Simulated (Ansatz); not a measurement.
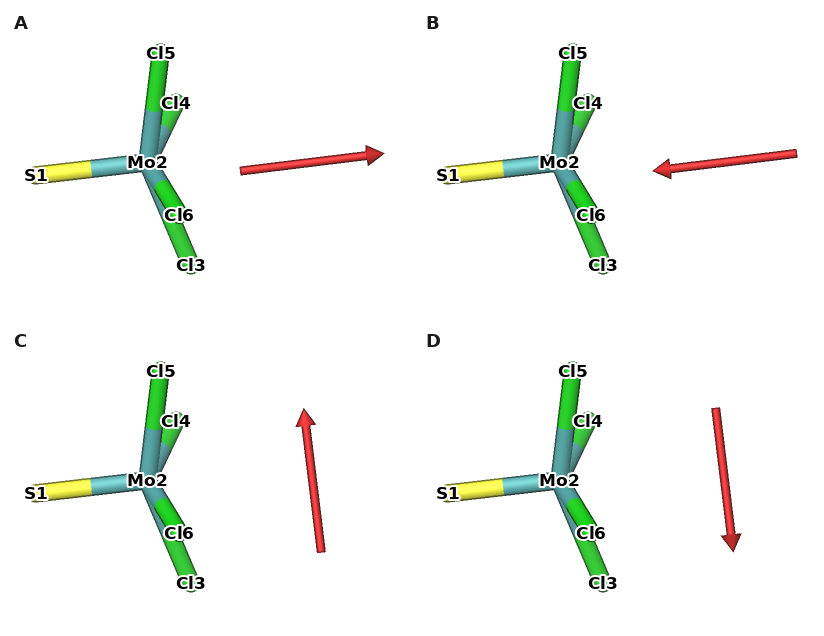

The same molecule four times, each with an arrow. The species is neutral and a spin singlet. The computed structure is the end point of a PBE-D4/def2-SVP optimisation. No frequency run is at hand to confirm it as a minimum. Properties computed with RKS PBE-D4/def2-SVP, core potentials on Mo (Ansatz 0.2.0).

**Which arrow points along the dipole moment, from the negative to the positive end?**

B. The dipole moment is 1.02 D; it points from the side of Cl3, Cl4, Cl5, Cl6 to the side of S1 (the outermost atoms at the two ends).
